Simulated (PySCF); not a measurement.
# BSiH4ClO2 (SMILES OB(Cl)O[SiH3]) at 4 levels

We compute a comparison of 4 runs (HF/3-21G, HF/def2-SVP, B3LYP/6-31G*) of BSiH4ClO2. 

The results are computed with PySCF 2.14.0.

### Step 1. Starting point

BSiH4ClO2 has 9 atoms, charge 0, and is taken as a singlet. As SMILES, `OB(Cl)O[SiH3]`. The shape is that of a PBE0-D4/def2-TZVP optimisation. This is one conformer, not always the lowest.

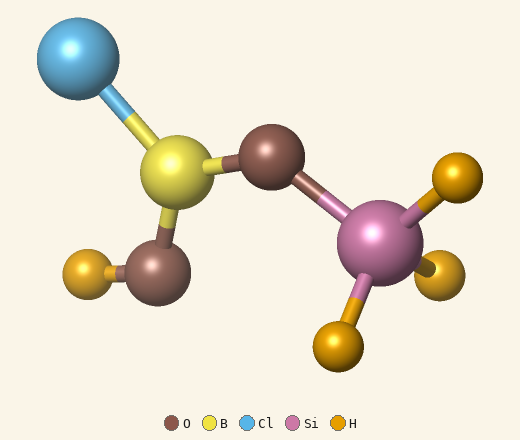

Viewed from a chosen angle; oxygen brown, boron yellow, chlorine blue, silicon pink, hydrogen amber.

### Step 2. Energy and forces at HF/3-21G (run 1)

The input, job.py:

```python
import pyscf.grad
from pyscf import gto

mol = gto.Mole()
mol.atom = [
    ('O', (-1.488800, 0.491100, 0.723100)),
    ('B', (-0.230000, 0.993200, 0.686000)),
    ('Cl', (0.150700, 2.510600, 1.524900)),
    ('O', (0.744500, 0.354700, 0.017900)),
    ('Si', (0.741000, -1.054400, -0.858000)),
    ('H', (-2.103900, 1.027600, 1.228100)),
    ('H', (2.126200, -1.243000, -1.344100)),
    ('H', (-0.193300, -0.936400, -2.003700)),
    ('H', (0.342200, -2.189700, 0.008800)),
]
mol.charge = 0
mol.basis = '3-21g'
mol.verbose = 4
mol.max_memory = 1860
mol.spin = 0
mol.build()

mf = mol.RHF()
mf.conv_tol = 1e-10
mf.kernel()
if not mf.converged:
    mf = mf.newton().run(mf.mo_coeff, mf.mo_occ)

etot = mf.e_tot
print('E = %.10f Eh' % etot)
grad = mf.Gradients().kernel()
mf.analyze()
```

Run with:

```sh
$ OMP_NUM_THREADS=1 python job.py
```

The program printed:

```text
PySCF version 2.14.0

[... 79 lines left out ...]
One-electron Energy =                -1802.348570744349445
[... 9 lines left out ...]
MO #5   energy= -10.4919582765113  occ= 2
[... 7 lines left out ...]
MO #13  energy= -4.24889576734638  occ= 2
[... 7 lines left out ...]
MO #21  energy= -0.6222852260087   occ= 2
[... 7 lines left out ...]
MO #29  energy= 0.14708453062725   occ= 0
[... 7 lines left out ...]
MO #37  energy= 0.464653814831899  occ= 0
[... 7 lines left out ...]
MO #45  energy= 0.8406540938506    occ= 0
[... 7 lines left out ...]
MO #53  energy= 1.36210693821925   occ= 0
[... 7 lines left out ...]
MO #61  energy= 3.39191592819309   occ= 0
[... 73 lines left out ...]
Dipole moment(X, Y, Z, Debye): -1.77490, -1.66140, -0.53993
```

Run time: 7 s. Hardware: 1 thread of Intel Xeon at 2.50GHz (Skylake/Cascade Lake), shared host; peak memory 0.13 GiB.

### Step 3. Energy and forces at HF/def2-SVP (run 2)

The input, start.xyz:

```xyz
9
BClH4O2Si
O     -1.488800     0.491100     0.723100
B     -0.230000     0.993200     0.686000
Cl     0.150700     2.510600     1.524900
O      0.744500     0.354700     0.017900
Si     0.741000    -1.054400    -0.858000
H     -2.103900     1.027600     1.228100
H      2.126200    -1.243000    -1.344100
H     -0.193300    -0.936400    -2.003700
H      0.342200    -2.189700     0.008800
```

The input, run.py:

```python
from pyscf import gto

mol = gto.M(
    atom='start.xyz',
    charge=0,
    basis='def2-svp',
    max_memory=1860,
    verbose=3,
)

myscf = mol.RHF()
myscf.conv_tol = 1e-10
myscf.kernel()
if not myscf.converged:
    myscf = myscf.newton().run(myscf.mo_coeff, myscf.mo_occ)

e_final = myscf.e_tot
print('E(%s) = %.9f' % ('HF', e_final))
grad = myscf.nuc_grad_method().kernel()
myscf.analyze()
```

Run with:

```sh
$ OMP_NUM_THREADS=1 python run.py
```

The program printed:

```text
converged SCF energy = -925.000866820583
[... 11 lines left out ...]
MO #2   energy= -68.7939852504808  occ= 2
[... 11 lines left out ...]
MO #14  energy= -1.38846490630221  occ= 2
[... 11 lines left out ...]
MO #26  energy= -0.47690512356782  occ= 2
[... 11 lines left out ...]
MO #38  energy= 0.395849502565946  occ= 0
[... 11 lines left out ...]
MO #50  energy= 0.786753173260523  occ= 0
[... 11 lines left out ...]
MO #62  energy= 1.19620639908689   occ= 0
[... 11 lines left out ...]
MO #74  energy= 1.62962315351244   occ= 0
[... 11 lines left out ...]
MO #86  energy= 2.47422106802557   occ= 0
[... 11 lines left out ...]
MO #98  energy= 4.1296143301126    occ= 0
[... 10 lines left out ...]
Dipole moment(X, Y, Z, Debye): -1.35869, -0.71472, -0.06598
```

Wall time 26 s (1 thread of Intel Xeon at 2.50GHz (Skylake/Cascade Lake), shared host); peak memory 0.2 GiB.

Run 3 isn't shown in full; the table further down has it.

### Step 4. Energy and gradient at B3LYP/6-31G(d) (Cartesian functions) (run 4)

The input, input.py:

```python
# OB(Cl)O[SiH3]
from pyscf import gto, dft

mol = gto.M(
    atom='''
O   -1.488800   0.491100   0.723100
B   -0.230000   0.993200   0.686000
Cl   0.150700   2.510600   1.524900
O    0.744500   0.354700   0.017900
Si   0.741000  -1.054400  -0.858000
H   -2.103900   1.027600   1.228100
H    2.126200  -1.243000  -1.344100
H   -0.193300  -0.936400  -2.003700
H    0.342200  -2.189700   0.008800
''',
    charge=0,
    basis='6-31g*',
    cart=True,
    spin=0,
    max_memory=1860,
    verbose=4,
)

mf = dft.RKS(mol)
mf.xc = 'b3lyp'
mf.grids.level = 5
mf.conv_tol = 1e-10
mf.kernel()
if not mf.converged:
    mf = mf.newton().run(mf.mo_coeff, mf.mo_occ)

energy = mf.e_tot
print('Final energy', energy)
grad = mf.nuc_grad_method().kernel()
dip = mf.dip_moment()
pop, q = mf.mulliken_pop()
```

Run with:

```sh
$ OMP_NUM_THREADS=1 python input.py
```

The program printed:

```text
PySCF version 2.14.0

[... 78 lines left out ...]
converged SCF energy = -927.574295578588
Final energy -927.5742955785879
[... 12 lines left out ...]
Dipole moment(X, Y, Z, Debye): -1.36689, -0.93681, -0.20236
[... 101 lines left out ...]
charge of    8H =     -0.07569
```

It took 96 s on 1 thread of Intel Xeon at 2.50GHz (Skylake/Cascade Lake), shared host; peak memory 0.89 GiB.

### Step 5. Overview of the runs

```tsv
run	level	integration grid	Cartesian functions	energy (Eh)	dipole moment (D)	HOMO energy (eV)	LUMO energy (eV)	wall time
1	HF/3-21G	–	no	-920.651275	2.49	-12.54	4.00	7 s
2	HF/def2-SVP	–	no	-925.000867	1.54	-12.45	4.04	26 s
3	B3LYP/6-31G* (spherical functions)	5	no	-927.566598	1.68	-8.62	0.25	98 s
4	B3LYP/6-31G* (Cartesian functions)	5	yes	-927.574296	1.67	-8.62	0.23	96 s
```

### Step 6. Outcome

| quantity | value |
| --- | --- |
| run 4: total energy | -927.57430 Eh |
| run 4: dipole moment | 1.67 D |
| run 4: HOMO energy | -8.62 eV |
| run 4: LUMO energy | 0.23 eV |
| run 4: HOMO–LUMO gap | 8.85 eV |
| run 4: largest force on an atom | 0.447 eV/Å |

What this shows: The dipole moment (its size) runs from 1.54 D (HF/def2-SVP) to 2.49 D (HF/3-21G). The HOMO–LUMO gap runs from 8.85 eV (B3LYP/6-31G*) to 16.54 eV (HF/3-21G). The two ends differ in method and basis. All runs together took 3.8 min, the longest 98 s.
